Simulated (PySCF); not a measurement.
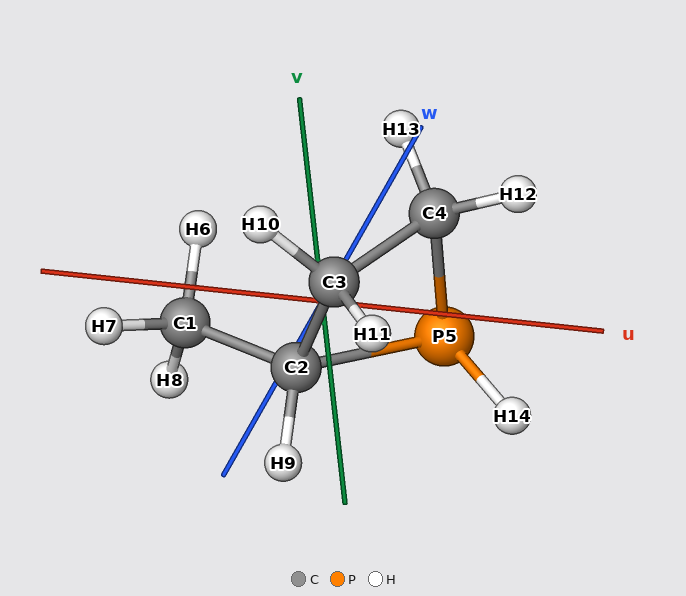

The lines u, v and w are the principal axes of the static dipole polarisability. The computed structure is the end point of a GFN2-xTB optimisation. No frequency run is at hand to confirm it as a minimum. Computed with PBE0/def2-SVPD (PySCF 2.14.0).

> Along which axis is the molecule most polarisable, and along which least?

Most along u, least along v.

> Give the three principal values.

u 78.5, v 63.8, w 72.9 bohr³; mean 71.7, anisotropy 12.9 bohr³.

The geometry is semi-empirical. Around P such bond lengths and angles can be off by a tenth of an ångström or more and by several degrees, and values that hang on the shape move with them.
